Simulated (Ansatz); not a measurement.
Computed with PBE (plane waves to 420 eV, PAW; Ansatz, an electronic-structure program).

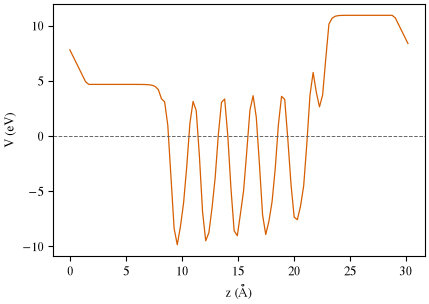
Electrostatic potential energy of an electron, averaged over planes parallel to the surface, in eV from the Fermi level, for the (0001) surface of wurtzite ZnO, Zn-terminated, F on every top atom (bottom of the slab: 2 H on 4 bottom sites)

Set-up: 46 atoms, 14.0 Å thick at the start with caps and adatoms; mesh 4x4x1; 0.025 eV smearing; dipole correction on; 8 atoms held, the rest relaxed; held to the start's symmetry, so lower structures may exist; no spin (no spin-polarised run to compare, though such a face may carry moments), no spin-orbit, no U. The slab shows no gap on its mesh. It is one candidate, not shown to be the stable structure of the face.

### Question
The surface cell has an area of 37.26 Å². What dipole along the normal does the step between the two vacuum levels imply?

### Answer
the top vacuum level lies 6.26 eV above the bottom one; p = −ε₀ A ΔV (ε₀ = 0.005526 e/(V·Å)) gives -1.29 e·Å a cell.
